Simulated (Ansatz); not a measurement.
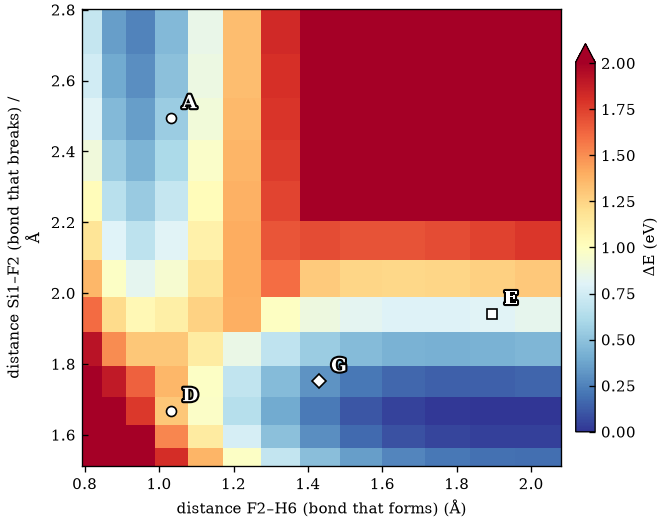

The reacting system ClFH₄Si (fragments FH₃Si + ClH where the first distance is long, ClH₃Si + FH where the second is long). The first coordinate is: distance F2–H6 (bond that forms); the second: distance Si1–F2 (bond that breaks). Relaxed at each point: all other coordinates. The grid has 13 × 13 points. Points are written as (first, second). Energies are in eV, from the lowest grid point. Energies and slopes of some neighbouring points disagree (a jump in structure or state, or too coarse a mesh). The reference is spin-restricted, so regions where a bond is pulled apart into radicals lie too high. Level of theory: RKS PBE0-D4/def2-SVP in Ansatz 0.2.0.

The picture shows one coloured cell a grid point, one colour for all values above the top of the scale, lettered points.

### Is G the lowest point of the computed grid?

No. G lies 0.31 eV above the lowest grid point, which is at (1.895 Å, 1.667 Å).

### Rank the lettered points by energy, lowest first.

G (0.31 eV), A (0.54 eV), E (0.81 eV), D (1.31 eV).
